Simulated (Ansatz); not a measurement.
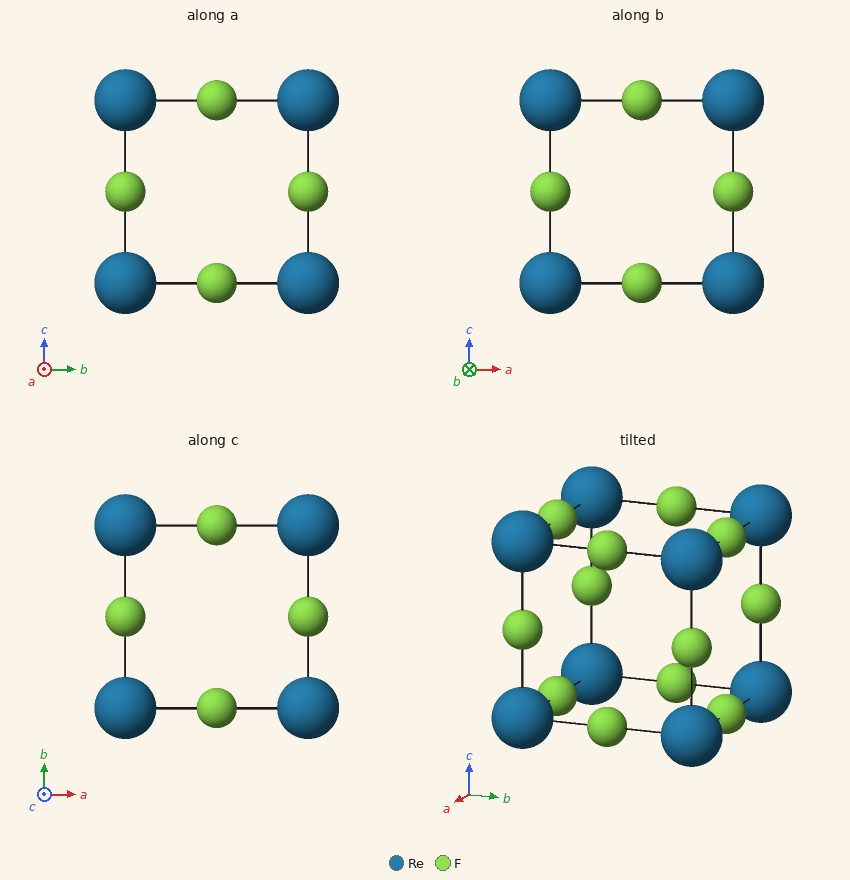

Figure: spheres-only view along the a axis, along the b axis, along the c axis and slightly off an axis. The frame is the conventional unit cell; atoms at its boundary are shown with their periodic copies.

Lattice parameters: a = 4.026 Å, b = 4.026 Å, c = 4.026 Å, α = 90.00°, β = 90.00°, γ = 90.00°.

> Set out the cell and atoms as a table of Wyckoff sites.

Space group Pm-3m (No. 221).
```tsv
atom	site	x	y	z
Re	1a	0.0000	0.0000	0.0000
F	3d	0.5000	0.0000	0.0000
```

The structure was taken from a structure type filled with these elements by a generator (whether the compound takes this form wasn't checked). The cell was then strained or its atoms displaced on purpose. It was run through Ansatz as a DFT input.
